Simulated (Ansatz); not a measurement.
```xyz
9

C    -0.4163    1.0132   -0.8008
O     0.6429    0.1348   -0.4851
Si    0.5114   -0.9864    0.7187
H    -1.3140    0.4678   -1.1157
H    -0.0954    1.6522   -1.6250
H    -0.6780    1.6529    0.0506
H     1.7983   -1.7196    0.7546
H    -0.6137   -1.9287    0.4515
H     0.2531   -0.3325    2.0342
```

Theory: RKS PBE0/def2-mTZVP in Ansatz.

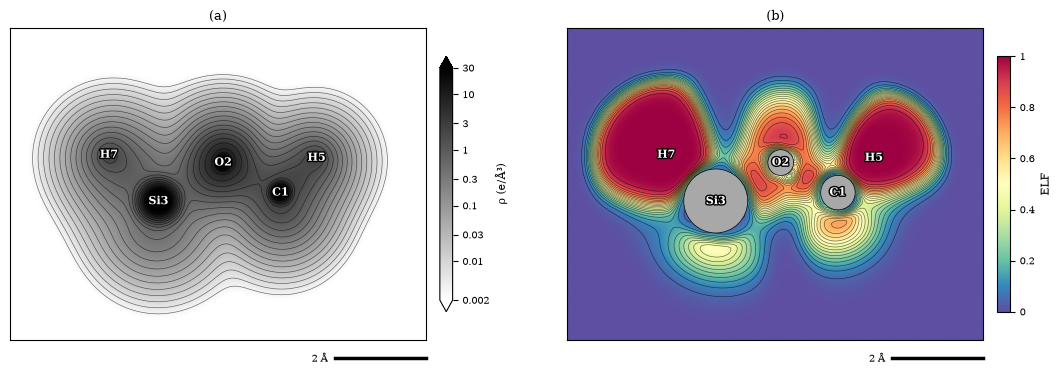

CH6OSi (SMILES CO[SiH3]). (a) electron density; (b) electron localisation function on the plane of atoms O2, Si3 and H7. Grey discs cover the atomic cores in the ELF map.

Question: What do the fields say about this system?

Answer:
- The plane passes through C, O, Si and H nuclei.
- C–O (1.41 Å): the density is about 2 e/Å³ at the midpoint, with its minimum of 1.7 e/Å³ about 0.5 Å from C; the ELF peaks at about 0.90 between the atoms; a shared but strongly polarised pair.
- Si–O (1.65 Å): the density is about 1.1 e/Å³ at the midpoint; the ELF peaks at about 0.85 between the atoms (a polar covalent bond).
- C–H (1.09 Å): ρ is about 2 e/Å³ halfway; the ELF climbs to about 1 towards the hydrogen, as it does in any bond to H (a covalent bond by its length).
- Si–H (1.48 Å): the density is about 0.8 e/Å³ at the midpoint; the ELF climbs to about 1 towards the hydrogen.
- The ELF also peaks beside O2, away from the bonds: lone-pair regions.
